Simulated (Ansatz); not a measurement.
**ClFH6Si3: density, localisation and related maps**

| atom | x (Å) | y (Å) | z (Å) |
| --- | --- | --- | --- |
| Cl | 1.4719 | -0.8622 | 2.3156 |
| F | 1.9785 | 0.7603 | -0.1399 |
| Si | 0.7127 | 0.2592 | 0.7607 |
| Si | -0.7142 | -1.0087 | -0.5854 |
| Si | -1.1999 | 0.1831 | -2.5453 |
| H | 0.0994 | 1.4748 | 1.3572 |
| H | -0.0500 | -2.3100 | -0.8909 |
| H | -1.9542 | -1.2645 | 0.2084 |
| H | 0.0501 | 0.3682 | -3.3371 |
| H | -2.2051 | -0.5541 | -3.3658 |
| H | -1.7521 | 1.5222 | -2.1829 |

Geometry: PBE0-D3(BJ)/pcseg-1.

Level of theory: Ansatz 0.2.0, isolated molecule in a Gaussian basis; Kohn-Sham density functional theory, functional PBE0.

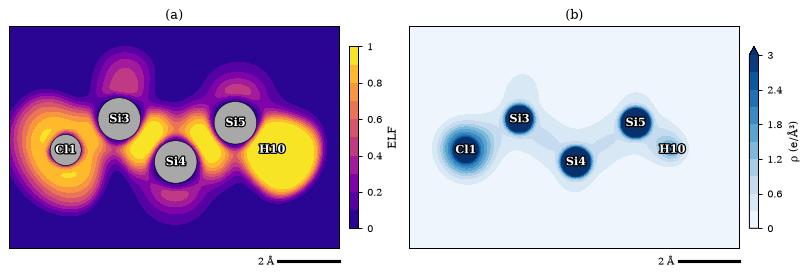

Figure 1. (a) electron localisation function; (b) total electron density on the plane of atoms Si4, Si5 and H10. Grey discs cover the atomic cores in the ELF map.

### Describe what can be read from this map.

The plane passes through Cl, Si and H nuclei.
Si–Cl (2.06 Å): the density is about 0.86 e/Å³ at the midpoint; the ELF peaks at about 0.90 between the atoms, as expected for a polar covalent bond.
Si–Si (2.34 Å): ρ is about 0.66 e/Å³ halfway; the ELF peaks at about 1 between the atoms; localised, covalent bonding.
Si–H (1.49 Å): the density is about 0.75 e/Å³ at the midpoint; the ELF climbs to about 1 towards the hydrogen, as it does in any bond to H.
The ELF also peaks beside Cl1, away from the bonds: lone-pair regions.

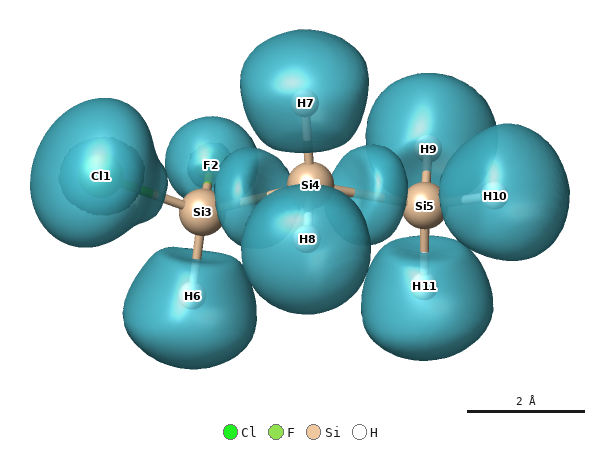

Figure 2. Isosurface of the electron localisation function at 0.75 (cyan), seen from one side. Core shells and regions of very low density are left out.

### What do the ELF domains correspond to?

The ELF exceeds this value in two regions between bonded Si–Si atoms (shared pairs), six regions around hydrogen nuclei, one region on Cl in which the atom's valence shell and bonds are merged and one region wrapped around F (its lone pairs, merged into a ring or cap). Profiles from the grid: Si–F (1.63 Å): the ELF peaks at about 0.85 in the valence shell of F, 0.6 Å from its nucleus, and is about 0.45 at the midpoint.

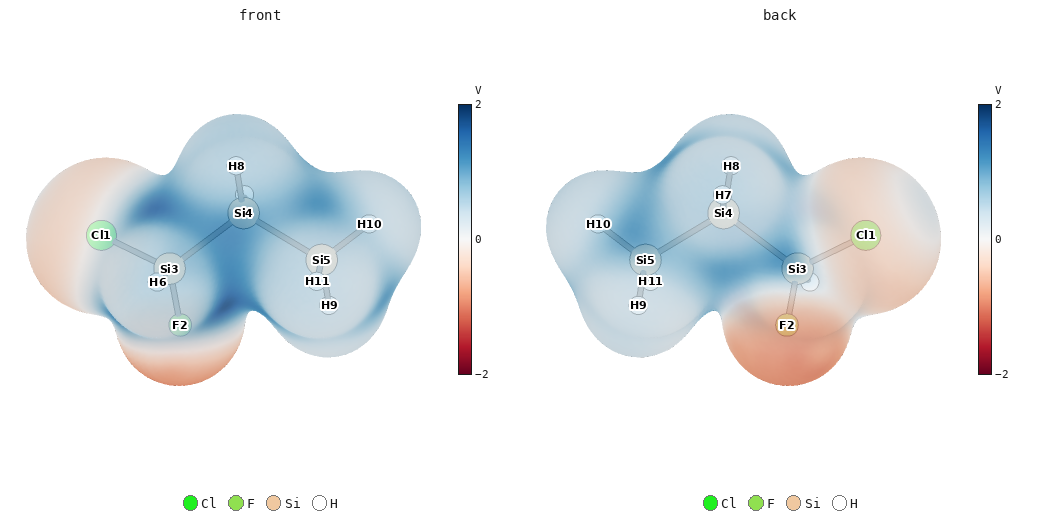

Figure 3. The electrostatic potential painted on the density surface at 0.002 e/bohr³, seen from the front and from behind; the colour scale runs from red (negative) to blue (positive).

### Which sites attract a positive test charge, and which a negative one?

A positive charge is drawn to the negative regions and a negative charge to the positive ones. The most negative region (about −0.9 V, or −21 kcal/mol for a unit charge) lies over F2, the most positive (about +1.6 V, or +37 kcal/mol for a unit charge) over Si3. Cl1 shows a σ-hole: about +0.2 V at the tip opposite its bond, against about −0.3 V, or −7 kcal/mol for a unit charge on its flanks.
